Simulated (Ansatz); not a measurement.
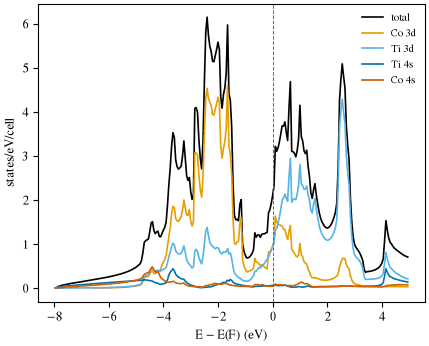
Figure: Total and projected density of states of TiCo (CsCl type, Pm-3m), DFT-PBEsol in the program Ansatz with PAW potentials

### Question
Which orbitals carry the states next to the Fermi level?

### Answer
Within 0.5 eV of the Fermi level: Ti 3d 48 %, Co 3d 42 %. Projections are on Löwdin-orthogonalised atomic valence shells; empty p or d shells of many metals are not among them.

### Question
Where is the tallest occupied peak in this window, and what makes it?

### Answer
Near -2.4 eV, about 6.1 states/eV per cell; the largest projected share is Co 3d.

The PBEsol relaxation kept the symmetry of its start. Magnetic state: ferromagnetic, chosen from 3 collinear starts compared on coarse meshes (ties went to the first, and starts can fall back to one state), not a proven ground state.

Potentials: the later of the program's two PAW sets.
